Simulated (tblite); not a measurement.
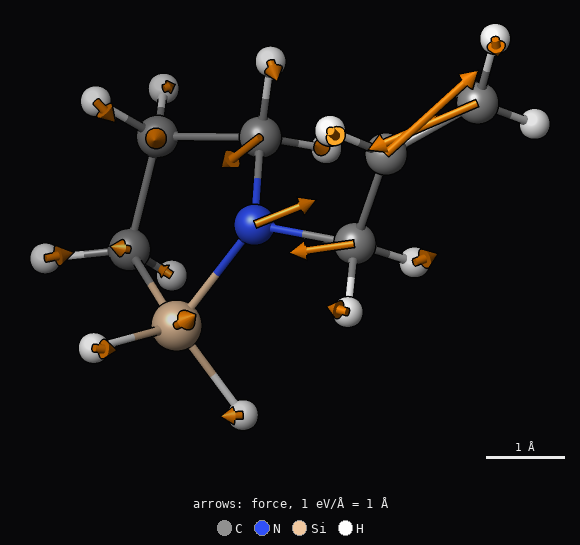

Starting geometry of C6H13NSi with the computed forces as orange arrows. A ball-and-stick model, seen from a free direction.

Theory: tblite, GFN2-xTB geometry optimisation, gas phase. 

### Is this structure relaxed? If not, where do the atoms go?

It isn't relaxed: the largest force vector, on a C atom, is 1.66 eV/Å. The final displacements have little in common with the starting forces (cosine between the two patterns 0.10). An H atom moves most after the best rigid fit: 0.72 Å. Largest moves by element: H 0.72 Å, N 0.55 Å, C 0.45 Å, Si 0.15 Å. Among the contacts that change: C–N 1.479 → 1.439 Å, C–C 1.347 → 1.319 Å, N–Si 1.735 → 1.710 Å, C–C 1.547 → 1.527 Å. Bond angles that change, for instance: H–Si–H 115.8° → 109.5°, C–N–Si 122.4° → 128.1°, C–N–C 112.1° → 116.6°. The energy falls by 0.202 eV in 134 geometry steps. Cost: 0.71 s on 1 thread of AMD EPYC 9R45 96-Core Processor (shared host).
